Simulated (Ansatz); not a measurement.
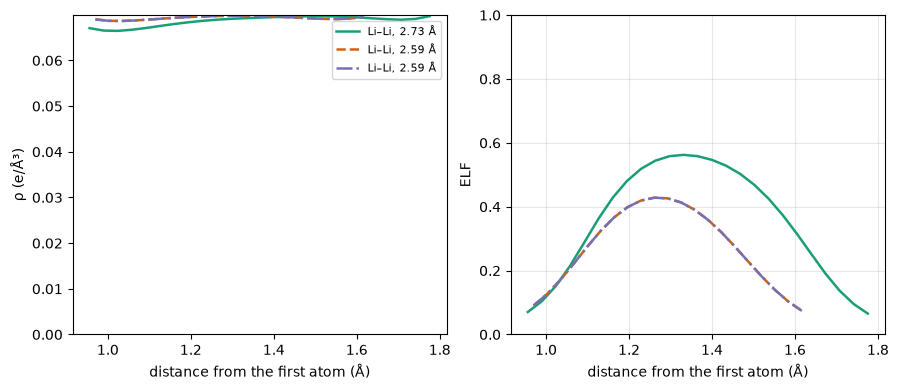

*Li₁₁ (doublet). Electron density and electron localisation function along straight lines between neighbouring atoms. The curves leave out the atomic cores.*

Geometry: PBE0/def2-SVP; ⟨S²⟩ = 1.05, above the pure value of 0.75.

Method: Ansatz 0.2.0, UKS PBE0/def2-TZVP.

```xyz
11

Li    1.7973    0.1584    2.5528
Li    0.2148   -4.2324   -0.2555
Li    4.5754    1.5618    1.2978
Li    4.4668   -0.9084   -0.9716
Li    1.3060   -3.1714    2.4994
Li    3.3481   -3.9927   -0.2032
Li    2.1297    0.7668   -0.3138
Li   -0.5456   -1.2987    0.6049
Li    1.5644   -2.1438   -2.1855
Li    1.9760   -1.8747    0.3641
Li    4.1935   -1.3777    1.8952
```

**Compare the contacts.**

Li–Li (2.73 Å): ρ at the midpoint is about 0.07 e/Å³; the ELF reaches about 0.55 near the midpoint.
Li–Li (2.59 Å): the density is about 0.07 e/Å³ at the midpoint; the ELF is about 0.45 at the midpoint.
Li5···Li10 (2.59 Å): the density falls to about 0.07 e/Å³ on the way; the ELF is about 0.45 at the midpoint.
